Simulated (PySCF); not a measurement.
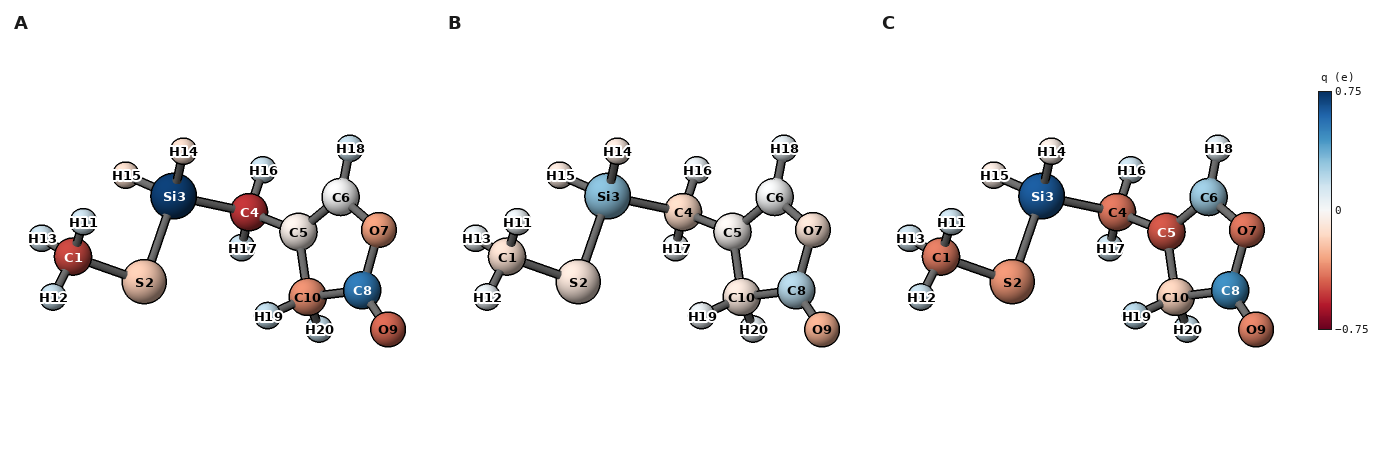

Atomic charges of one calculation by 3 schemes, on one colour scale. Computed geometry: GFN2-xTB optimisation. No frequency run is at hand to confirm it as a minimum. Level of theory: PBE0/pcSseg-1 (PySCF 2.14.0).

Question: The schemes are Hirshfeld, IAO, Mulliken. Which panel shows which?

Answer: A IAO, B Hirshfeld, C Mulliken.

List the charges (e), one line for each set of equivalent atoms.

```json
{"atom": "C1", "IAO": "−0.50", "Hirshfeld": "−0.11", "Mulliken": "−0.38"}
{"atom": "S2", "IAO": "−0.19", "Hirshfeld": "−0.09", "Mulliken": "−0.33"}
{"atom": "Si3", "IAO": "0.70", "Hirshfeld": "0.32", "Mulliken": "0.63"}
{"atom": "C4", "IAO": "−0.54", "Hirshfeld": "−0.15", "Mulliken": "−0.39"}
{"atom": "C5", "IAO": "−0.04", "Hirshfeld": "−0.02", "Mulliken": "−0.46"}
{"atom": "C6", "IAO": "0.00", "Hirshfeld": "0.01", "Mulliken": "0.27"}
{"atom": "O7", "IAO": "−0.31", "Hirshfeld": "−0.10", "Mulliken": "−0.40"}
{"atom": "C8", "IAO": "0.53", "Hirshfeld": "0.21", "Mulliken": "0.47"}
{"atom": "O9", "IAO": "−0.42", "Hirshfeld": "−0.26", "Mulliken": "−0.37"}
{"atom": "C10", "IAO": "−0.34", "Hirshfeld": "−0.08", "Mulliken": "−0.16"}
{"atom": "H11", "IAO": "0.16", "Hirshfeld": "0.05", "Mulliken": "0.16"}
{"atom": "H12", "IAO": "0.18", "Hirshfeld": "0.06", "Mulliken": "0.17"}
{"atom": "H13", "IAO": "0.16", "Hirshfeld": "0.05", "Mulliken": "0.15"}
{"atom": "H14", "IAO": "−0.13", "Hirshfeld": "−0.08", "Mulliken": "−0.06"}
{"atom": "H15", "IAO": "−0.13", "Hirshfeld": "−0.08", "Mulliken": "−0.07"}
{"atom": "H16", "IAO": "0.16", "Hirshfeld": "0.05", "Mulliken": "0.16"}
{"atom": "H17", "IAO": "0.16", "Hirshfeld": "0.05", "Mulliken": "0.16"}
{"atom": "H18", "IAO": "0.17", "Hirshfeld": "0.07", "Mulliken": "0.09"}
{"atom": "H19", "IAO": "0.18", "Hirshfeld": "0.05", "Mulliken": "0.21"}
{"atom": "H20", "IAO": "0.18", "Hirshfeld": "0.06", "Mulliken": "0.17"}
```

The geometry is semi-empirical. Around Si such bond lengths and angles can be off by a tenth of an ångström or more and by several degrees, and values that hang on the shape move with them.
